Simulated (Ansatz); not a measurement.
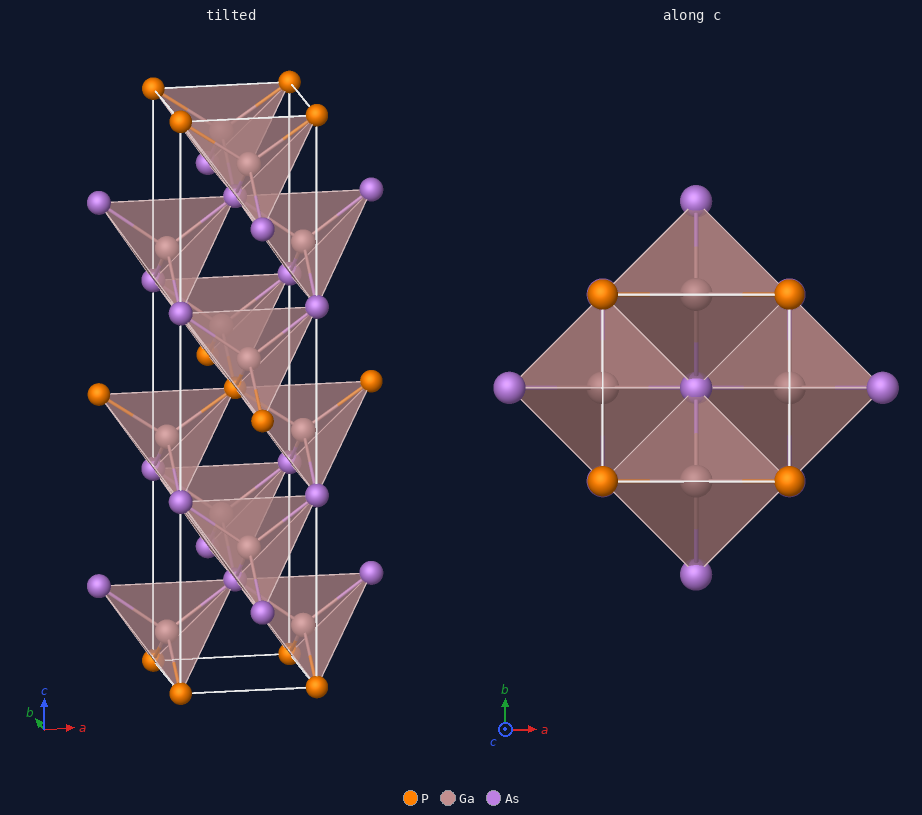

Drawn in the polyhedral manner and seen slightly off an axis and along the c axis. The parallelepiped is the conventional unit cell. Some atoms of the next cells are drawn as well.

Ga3As2P, space group I-4m2 (No. 119), a = 3.955 Å, b = 3.955 Å, c = 16.783 Å, α = 90.00°, β = 90.00°, γ = 90.00°. It goes back to a structure type filled with these elements by a generator (whether the compound takes this form wasn't checked). Earlier steps of the study, as a rule a relaxation of our own, may have changed the cell and positions, so they can lie some per cent off the listed ones. A calculation with Ansatz used it as input.

This one geometry was computed with Ansatz (DFT, plane waves, PAW) at five levels of theory: PBE0, PBE, PBE with spin-orbit coupling, r2SCAN and HSE06. It was relaxed beforehand with r2SCAN.

Which level gives the highest pressure at this volume, and what does that say about its equilibrium volume?

Highest: PBE (2.7 GPa) and PBE with spin-orbit coupling (2.7 GPa), which points to the largest equilibrium volume. Lowest, with the smallest volume: PBE0 (0.4 GPa) and r2SCAN (0.0 GPa). Levels within 0.5 GPa of each other can't be told apart.

How does the band gap change with the level of theory?

PBE with spin-orbit coupling: a gap of 0.78 eV, direct; PBE: a gap of 0.87 eV, direct; r2SCAN: a gap of 1.37 eV, direct; HSE06: a gap of 1.77 eV, direct; PBE0: a gap of 2.36 eV, direct.

Collect the results in a table.

| level | cutoff (eV) | k-mesh of the run's cell | gap (eV) | pressure (GPa) |
| --- | --- | --- | --- | --- |
| PBE0 | 420 | 6×6×6 | 2.36 | 0.4 |
| PBE | 420 | 10×10×10 | 0.87 | 2.7 |
| PBE with spin-orbit coupling | 420 | 10×10×10 | 0.78 | 2.7 |
| r2SCAN | 500 | 10×10×10 | 1.37 | 0.0 |
| HSE06 | 420 | 6×6×6 | 1.77 | 0.6 |

Gaps are taken on the k-mesh or band path of each run.
